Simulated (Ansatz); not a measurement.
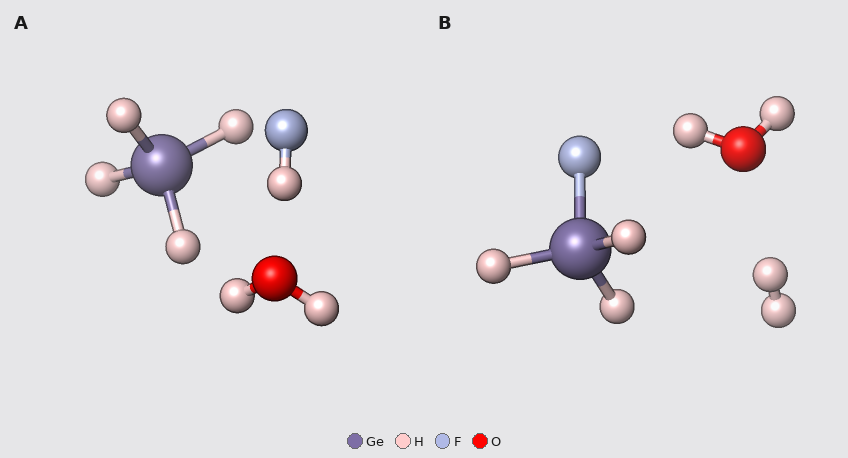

2 stationary structures of one formula. Geometries: PBE0-D4/def2-TZVP. Electronic energies: PBE0-D4/def2-SVP (Ansatz 0.2.0), without zero-point energy. Each is one conformer, not always the lowest.

**Which is lowest in energy, and by how much?**

B is lowest (a saddle point of order 1); A lies 146.0 kJ/mol above it (a minimum).

Give E(B) − E(A) in kJ/mol at these levels too: PBE-QIDH (frozen core)/def2-TZVPP; RHF-MP2 (frozen core)/def2-QZVPP; r2SCAN0-D4/def2-TZVPP; B3LYP-D4/def2-TZVPP; ωB97M-V/def2-TZVPP; ωB97M-V/def2-SVP; RHF-CCSD(T) (frozen core)/def2-SVP; direct RPA on PBE orbitals (frozen core)/def2-TZVPP.

```tsv
level	E(B) − E(A) (kJ/mol)
PBE-QIDH (frozen core)/def2-TZVPP	−2.6
RHF-MP2 (frozen core)/def2-QZVPP	−11.2
r2SCAN0-D4/def2-TZVPP	−4.5
B3LYP-D4/def2-TZVPP	−9.8
ωB97M-V/def2-TZVPP	−8.5
ωB97M-V/def2-SVP	−4.0
RHF-CCSD(T) (frozen core)/def2-SVP	−1.5
direct RPA on PBE orbitals (frozen core)/def2-TZVPP	−11.5
```
